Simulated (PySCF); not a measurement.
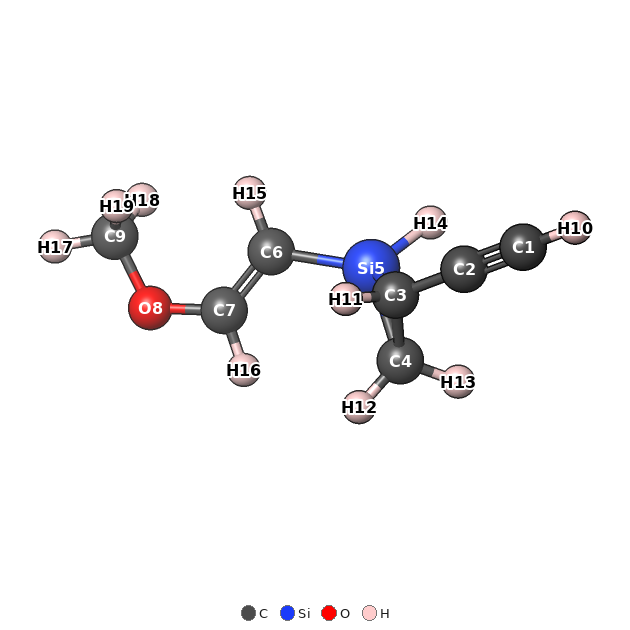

Computed geometry: PBE0-D3(BJ)/def2-SVP optimisation. No frequency run is at hand to confirm it as a minimum. Method: delta-SCF UKS SCAN, pcX-2 on the ionised atom, pcseg-1 elsewhere, spin-free X2C (PySCF 2.14.0).

Give the core-electron binding energies (to vacuum; p and d levels without spin–orbit splitting) of C1 1s, C2 1s, C3 1s, C4 1s, Si5 1s, Si5 2p, C6 1s, C7 1s, O8 1s, C9 1s.

| atom | level | binding energy (eV) |
| --- | --- | --- |
| C1 | 1s | 289.2 |
| C2 | 1s | 290.1 |
| C3 | 1s | 290.3 |
| C4 | 1s | 289.9 |
| Si5 | 1s | 1845.9 |
| Si5 | 2p | 106.4 |
| C6 | 1s | 289.7 |
| C7 | 1s | 292.0 |
| O8 | 1s | 539.3 |
| C9 | 1s | 292.7 |
